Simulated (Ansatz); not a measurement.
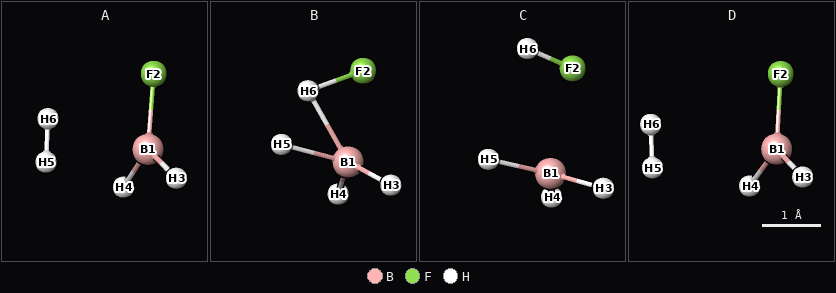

4 geometries from a converged minimum-energy path of BH₄F, made up at the start of BH2F and H$_{2}$, shuffled. A ball-and-stick model, seen at a tilt.

Computed with RKS PBE0/def2-SVP in Ansatz. Run with 5 movable images; climbing image; force threshold 0.03 eV/Å; iteration limit 60; starting path through a guess of the saddle point.

Q: Which frame is the transition state?

A: B. In order along the path, whose images run from 0 to 6: D (image 1, +0.3 kcal/mol), A (image 2, +2.6 kcal/mol), B (image 4, +34.5 kcal/mol), C (image 6, +27.2 kcal/mol). Breaking: B1–F2 (1.32 → 1.63 at the top → 1.90 Å), H5–H6 (0.76 → 1.08 at the top → 2.10 Å). Forming: B1–H5 (2.93 → 1.31 at the top → 1.22 Å), F2–H6 (2.99 → 1.13 at the top → 0.93 Å).

Limits of the set-up: the start holds two separate molecules, 2.8 Å apart at their closest, whose relative position is a soft coordinate and is computed without a dispersion correction.
